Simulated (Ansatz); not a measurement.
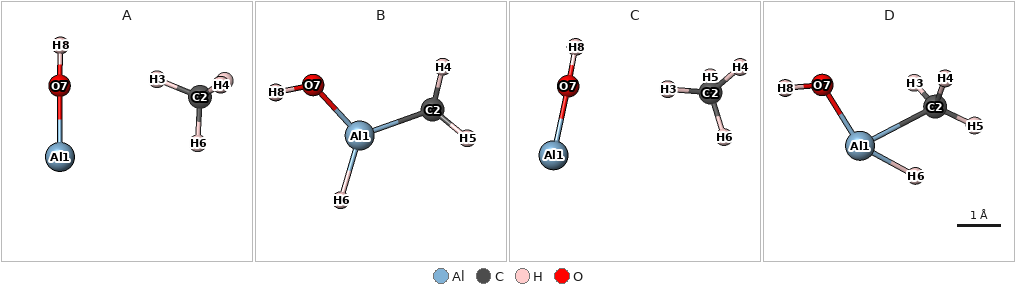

4 geometries from a converged minimum-energy path of CH5AlO, shuffled. A ball-and-stick model, seen at a tilt.

The calculation used RKS PBE0-D4/def2-SVP in Ansatz. Settings: 9 movable images; climbing image; force threshold 0.05 eV/Å; iteration limit 60; starting path through a guess of the saddle point.

### Which frame is the transition state?

D. In order along the path, whose images run from 0 to 10: B (image 3, −0.5 kcal/mol), D (image 5, +80.0 kcal/mol), A (image 8, +11.5 kcal/mol), C (image 9, +11.1 kcal/mol). Breaking: Al1–C2 (1.95 → 2.16 at the top → 4.41 Å), Al1–H6 (1.58 → 1.58 at the top → 4.66 Å). Forming: C2–H6 (3.12 → 1.73 at the top → 1.10 Å).

The run took 14 min on 1 thread of Arm Neoverse V1 (shared host), peak memory 0.13 GiB.
